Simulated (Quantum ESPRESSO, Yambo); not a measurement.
# BN (Qingsongite): G0W0 on several meshes in Yambo, part 2 of 2

How does the mesh move the gap of BN (Qingsongite)?

Quantum ESPRESSO 7.5 and Yambo 5.3.0; PBE and many-body steps on it, plane waves. Known limits of the many-body steps: not at the basis limit; coarse k mesh.

So far. Step 4 (8×8×8): The gap on the mesh goes from 4.53 eV to 5.89 eV, a correction of +1.35 eV. Step 5 (Empty states on the mesh, 6×6×6 mesh, 34 bands): On this mesh the gap is 4.535 eV.

### 7. 6×6×6

This step: G0W0 on PBE, plane waves, norm-conserving pseudopotentials.

File gw11.in:

```
HF_and_locXC
gw0
dyson
ppa
em1d
rim_cut
RandQpts= 1000000
RandGvec= 1 RL
EXXRLvcs= 72 Ry
VXCRLvcs= 288 Ry
Chimod= "HARTREE"
% BndsRnXp
 1 | 34 |
%
NGsBlkXp= 10.5 Ry
% LongDrXp
 1 | 1 | 1 |
%
% GbndRnge
 1 | 34 |
%
DysSolver= "n"
ExtendOut
PPAPntXp= 27.21138 eV
% QPkrange
 1 | 1 | 3 | 6 |
 13 | 13 | 3 | 6 |
%
```

The run is started by

```console
$ OMP_NUM_THREADS=1 mpirun -n 4 yambo -F gw11.in -J gw11 -C gw11 > gw11.log
```

Log:

```text
 Yambo, version 5.3.0

 [02] CORE Variables Setup
 =========================

  [... cell, symmetries and grids as in the set-up ...]

  [02.05] Energies & Occupations
  ==============================

  [X] === General ===
  [X] Electronic Temperature                        :  0.000000  0.000000 [eV K]
  [X] Bosonic    Temperature                        :  0.000000  0.000000 [eV K]
  [X] Finite Temperature mode                       : no
  [X] El. density                                   :  0.67737E+24 [cm-3]
  [X] Fermi Level                                   :  11.15554 [eV]

  [X] === Gaps and Widths ===
  [X] Conduction Band Min                           :  4.534823 [eV]
  [X] Valence Band Max                              :  0.000000 [eV]
  [X] Filled Bands                                  :   4
  [X] Empty Bands                                   :    5   34
  [X] Direct Gap                                    :  8.878135 [eV]
  [X] Direct Gap localized at k                     :  1
  [X] Indirect Gap                                  :  4.534823 [eV]
  [X] Indirect Gap between kpts                     :   1  13
  [X] Last valence band width                       :  6.145336 [eV]
  [X] 1st conduction band width                     :  5.828507 [eV]

 [03] Transferred momenta grid and indexing
 ==========================================

 IBZ Q-points                                      :  16
 BZ  Q-points                                      :  216

 K/Q-points units:
 rlu = crystal or reduced units; cc = cartesian coordinates; iku = interal k-units

 Q [ 1]         [rlu]:  0.000000  0.000000  0.000000
 Q [ 2]         [rlu]:  0.14683E-18  0.14683E-18  0.16667
 Q [ 3]         [rlu]: -0.21279E-17 -0.21279E-17  0.33333
[...]
NLCC RL compoments                               :   6615
  PP Number of Atomic Species                      :  2
  NLCC RL compoments                               :   6615

 [xc] E_xc :  -3.729117 [Ha]
      E_xc :  -7.458233 [Ry]

  Local XC kind (lXC) : Perdew, Burke & Ernzerhof(X)+Perdew, Burke & Ernzerhof(C)
  Non-Local XC kind (nlXC) : Hartree-Fock

  Corrections @ K [1] :  [eV]
 <3|nlXC|3> = -21.98563 -0.30970E-16 <3|lXC|3> = -18.52042 -0.37763E-15
 <4|nlXC|4> = -21.98564  0.11869E-16 <4|lXC|4> = -18.52042  0.47204E-16
 <5|nlXC|5> = -7.169115  0.44463E-17 <5|lXC|5> = -13.77757 -0.11801E-16
[...]
Corrections @ K [13] :  [eV]
[...]
<5|nlXC|5> = -7.409266 -0.25519E-17 <5|lXC|5> = -12.56849  0.82607E-16
 <6|nlXC|6> = -6.795331 -0.20842E-17 <6|lXC|6> = -12.69501 -0.94408E-16

 [08] Dyson equation: Newton solver
 ==================================

  [08.01] G0W0 (W PPA)
  ====================

  [  GW  ] Bands range     :    1   34
  [GW/PPA] G damping       :  0.100000 [eV]

  QP @ state[ 1 ] K range:  1  1
  QP @ state[ 1 ] b range:   3   6
  QP @ state[ 2 ] K range:  13  13
  QP @ state[ 2 ] b range:   3   6

   Sc/G bands                                       :    1   34
   Sc/G damping                                     :  0.100000 ev
   Sc bands terminator                              : no
   Sx RL components                                 :   893

   QP @ state[ 1 ] K range                          :  1  1
   QP @ state[ 1 ] b range                          :   3   6
   QP @ state[ 2 ] K range                          :  13  13
   QP @ state[ 2 ] b range                          :   3   6
   GF energies kind                                 : Perdew, Burke & Ernzerhof(X)+Perdew, Burke & Ernzerhof(C)
   GF WF`s kind                                     : Perdew, Burke & Ernzerhof(X)+Perdew, Burke & Ernzerhof(C)
   Xs energies kind                                 : Perdew, Burke & Ernzerhof(X)+Perdew, Burke & Ernzerhof(C)
   Xs WF`s kind                                     : Perdew, Burke & Ernzerhof(X)+Perdew, Burke & Ernzerhof(C)

 [11] Game Over & Game summary
```

The job ended after 9.6 s (4 MPI ranks of Arm Neoverse V1, shared host; peak memory 1 GiB; 34 s of CPU time).

This step gave:

```yaml
g0w0_gap_on_the_points_computed: 5.882 eV
starting_gap_on_the_mesh: 4.535 eV
k_of_the_valence_top: 0, 0, 0
k_of_the_conduction_bottom: 0, -0.5, -0.5
least_direct_g0w0_gap_on_the_computed_points: 10.85 eV
z_at_the_valence_top: 0.8300
z_at_the_conduction_bottom: 0.8554
```

Against G0W0 in Yambo (8×8×8 mesh, 34 bands, screening to 142.9 eV, Godby-Needs plasmon pole), the gap moves by −0.007 eV.

### 8. Empty states on the mesh, 10×10×10 mesh, 34 bands

This step: Quantum ESPRESSO 7.5; DFT, PBE, plane waves, norm-conserving pseudopotentials.

File pw.in:

```
&control
  calculation = 'nscf'
  prefix = 'x'
  outdir = 'o'
  pseudo_dir = 'pseudo'
/
&system
  ibrav = 0
  nat = 2
  ntyp = 2
  ecutwfc = 72.0
  nbnd = 34
  force_symmorphic = .true.
/
&electrons
  conv_thr = 1e-9
  electron_maxstep = 80
  diago_full_acc = .true.
  diago_thr_init = 5e-6
/
ATOMIC_SPECIES
  B 10.81 B.upf
  N 14.007 N.upf
CELL_PARAMETERS angstrom
  -0.0000000000 1.8075000000 1.8075000000
  1.8075000000 0.0000000000 1.8075000000
  1.8075000000 1.8075000000 -0.0000000000
ATOMIC_POSITIONS crystal
  B 0.0000000000 0.0000000000 0.0000000000
  N 0.2500000000 0.2500000000 0.2500000000
K_POINTS automatic
  10 10 10 0 0 0
```

The run is started by

```console
$ OMP_NUM_THREADS=1 mpirun -n 4 pw.x -nk 4 -in pw.in > pw.out
```

Log:

```text
[banner, memory and clock lines left out]
Program PWSCF v.7.5 starts

     Atomic positions and unit cell read from directory:
     o/x.save/

     Message from routine setup:
     using ibrav=0 with symmetry is DISCOURAGED, use correct ibrav instead

     G-vector sticks info

     bravais-lattice index     =            0
     lattice parameter (alat)  =       4.8305  a.u.
     unit-cell volume          =      79.7006 (a.u.)^3
     number of atoms/cell      =            2
     number of atomic types    =            2
     number of electrons       =         8.00
[...]
110.2349 115.3063

          k = 0.0707 0.0707-0.0707 (   845 PWs)   bands (ev):

[...]
109.6500 110.4485

          k = 0.1414 0.1414-0.1414 (   827 PWs)   bands (ev):

[...]
56.0405  56.0678  71.7963  71.7963  81.9642  82.2230  82.2230  86.9470
    87.2613  87.2613  87.4393  93.5765  98.0002  98.0002 101.8195 101.8195
   105.9608 105.9609

          k = 0.2121 0.2121-0.2121 (   827 PWs)   bands (ev):

     [... further k-points ...]

     highest occupied, lowest unoccupied level (ev):    11.1555   15.6904

     XML data file, pseudopotentials, collected wavefunctions
```

Run time: 2.9 s. Hardware: 4 MPI ranks; peak memory 0.17 GiB; 11 s of CPU time.

Numbers from this step:

- gap: 4.535 eV
- k of the valence top: 0, 0, 0
- k of the conduction bottom: 0, -0.5, -0.5
- least direct gap: 8.878 eV
- k points computed: 47
- lowest point of the top converged band, above the valence top: 88.6808 eV

On this mesh the gap is 4.535 eV.

### 9. Conversion and set-up

This step: Yambo 5.3.0; conversion and set-up on PBE, plane waves, norm-conserving pseudopotentials.

The run is started by

```console
$ (cd o/x.save; p2y > p2y.log; mv SAVE ../..); yambo > setup.log
```

Log:

```text
 Yambo, version 5.3.0

 [02] CORE Variables Setup
 =========================

  [02.01] Unit cells
  ==================

  Cell kind             :  FCC
  Atoms in the cell     :  B  N
  number of B  atoms    :  1
  number of N  atoms    :  1

  List of atomic masses
  Mass of B     :  10.81000
  Mass of N     :  14.00700

  List of atomic coordinates    : [cc]
  B1       :  0.000000  0.000000  0.000000  order 1
  N1       :  1.707840  1.707840  1.707840  order 2

  Alat factors          :  3.415680  3.415680  3.415680 [a.u.]
  Direct lattice volume :  79.70059 [a.u.]
[...]
Q [ 1]         [rlu]:  0.000000  0.000000  0.000000
 Q [ 2]         [rlu]: -0.95704E-17 -0.95704E-17  0.10000
 Q [ 3]         [rlu]: -0.16719E-16 -0.16719E-16  0.20000
[...]
Q [ 8]         [rlu]: -0.10781E-16  0.10000      0.20000
 Q [ 9]         [rlu]: -0.16307E-17  0.10000      0.30000
 Q [10]         [rlu]:  0.86048E-18  0.10000      0.40000
     [... 35 further rows ...]
 Q [46]         [rlu]:  0.200000  0.400000 -0.300000
 Q [47]         [rlu]:  0.200000 -0.500000 -0.300000

  [03.01] X indexes
  =================

   [03.01.01] Sigma indexes
   ========================

 [06] Game Over & Game summary
```

Wall time 2.2 s (1 MPI rank); peak memory 0.24 GiB.

### 10. 10×10×10

This step: G0W0 on PBE, plane waves, norm-conserving pseudopotentials.

gw12.in, as its differences from gw11.in of step 7:

```diff
@@ -26,3 +26,3 @@
  1 | 1 | 3 | 6 |
- 13 | 13 | 3 | 6 |
+ 31 | 31 | 3 | 6 |
 %
```

The run is started by

```console
$ OMP_NUM_THREADS=1 mpirun -n 4 yambo -F gw12.in -J gw12 -C gw12 > gw12.log
```

Log:

```text
 Yambo, version 5.3.0

 [02] CORE Variables Setup
 =========================

  [... cell, symmetries and grids as in the set-up ...]

  [02.05] Energies & Occupations
  ==============================

  [X] === General ===
  [X] Electronic Temperature                        :  0.000000  0.000000 [eV K]
  [X] Bosonic    Temperature                        :  0.000000  0.000000 [eV K]
  [X] Finite Temperature mode                       : no
  [X] El. density                                   :  0.67737E+24 [cm-3]
[...]
QP @ state[ 1 ] b range                          :   3   6
   QP @ state[ 2 ] K range                          :  31  31
   QP @ state[ 2 ] b range                          :   3   6
   GF energies kind                                 : Perdew, Burke & Ernzerhof(X)+Perdew, Burke & Ernzerhof(C)
   GF WF`s kind                                     : Perdew, Burke & Ernzerhof(X)+Perdew, Burke & Ernzerhof(C)
   Xs energies kind                                 : Perdew, Burke & Ernzerhof(X)+Perdew, Burke & Ernzerhof(C)
   Xs WF`s kind                                     : Perdew, Burke & Ernzerhof(X)+Perdew, Burke & Ernzerhof(C)

 [11] Game Over & Game summary
```

Elapsed: 80 s, on 4 MPI ranks; peak memory 1.3 GiB.

Numbers from this step:

- G0W0 gap on the points computed: 5.889 eV
- starting gap on the mesh: 4.535 eV
- k of the valence top: 0, 0, 0
- k of the conduction bottom: 0, -0.5, -0.5
- least direct G0W0 gap on the computed points: 10.86 eV

Against G0W0 in Yambo (8×8×8 mesh, 34 bands, screening to 142.9 eV, Godby-Needs plasmon pole), the gap moves by +0.000 eV.

### 11. The runs together

Times are wall times on 4 MPI ranks of Arm Neoverse V1, shared host, good to a factor of about two.

| run | mesh | bands | screening cutoff (eV) | DFT gap (eV) | gap on the mesh (eV) | direct (eV) | time |
| --- | --- | --- | --- | --- | --- | --- | --- |
| 8×8×8 | 8×8×8 | 34 | 142.9 | 4.535 | 5.889 | 10.860 | 29 s |
| 6×6×6 | 6×6×6 | 34 | 142.9 | 4.535 | 5.882 | 10.853 | 9.6 s |
| 10×10×10 | 10×10×10 | 34 | 142.9 | 4.535 | 5.889 | 10.856 | 80 s |

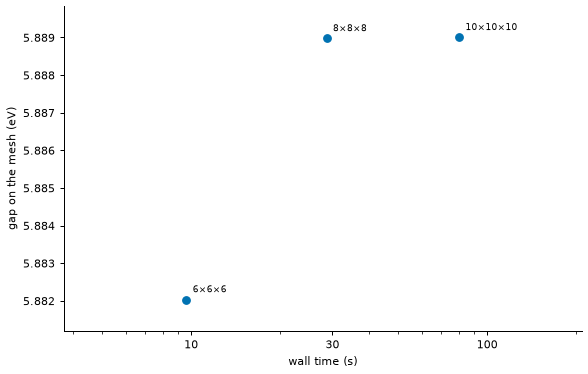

Result against wall time.

### 12. What came out

| Quantity | Value |
| --- | --- |
| 8×8×8 | 5.889 eV |
| 6×6×6 | 5.882 eV |
| 10×10×10 | 5.889 eV |
| known limits | not at the basis limit; coarse k mesh |

6×6×6: −0.007 eV against 8×8×8. 10×10×10: no change against 8×8×8. Bands and cutoff are finite, so the gap is not at the basis limit. The miss can reach some tenths of an eV and take either sign; the mesh is an error of its own. In the G0W0 runs levels were corrected at 2 k points alone, so a gap called «on the mesh» is the least over those, and an edge elsewhere would be missed.

[Paths, hosts, dates, memory and timing lines, banners, echoed tables and standing remarks are left out of the program output.]

[Logs are printed without paths, hosts, clocks, repeated set-up lines and the standing remarks that a program may print on its own settings, such as how far it seeks lower states.]

[Runs of the session that timed out or met a known fault of the program may be left out.]

[Hosts, paths, dates, database ids (printed as entryN), source tags and the programs' standing remarks are cut or masked in the printed files.]
